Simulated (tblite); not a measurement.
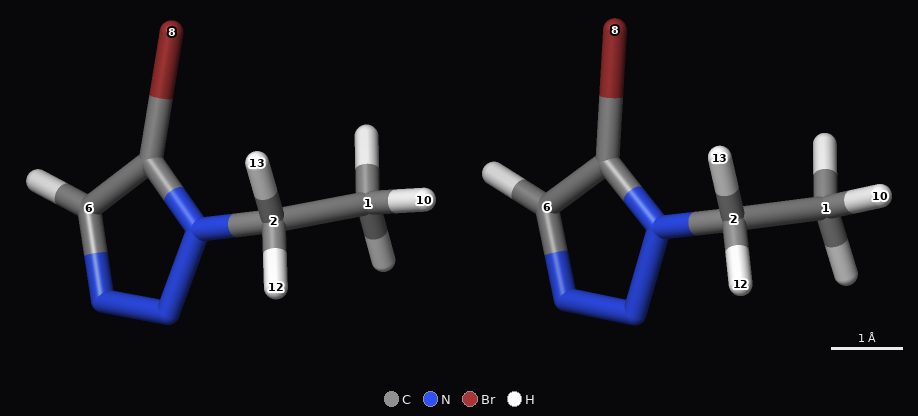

Two geometries of C4H6BrN3, drawn at one scale. One is the start of a relaxation, the other its converged end. Style: stick. Shown at a tilt.

Computed with tblite 0.8.0, GFN2-xTB geometry optimisation, gas phase. 

Q: Which one is relaxed?

A: The left one is the relaxed one. Over 68 geometry steps the energy falls by 7.62 kcal/mol. An H atom moves most after the best rigid fit: 0.24 Å. Largest moves by element: H 0.24 Å, Br 0.23 Å, N 0.14 Å, C 0.07 Å. Among the contacts that change: N–N 1.334 → 1.280 Å, C–H 1.121 → 1.087 Å, N–N 1.353 → 1.324 Å, C–H 1.097 → 1.069 Å. Bond angles that change, for instance: N–C–H 112.0° → 106.3°, C–C–Br 126.5° → 132.1°, N–C–H 127.6° → 122.9°. The run took 0.34 s on 1 thread of Arm Neoverse V2, with other jobs on the host.
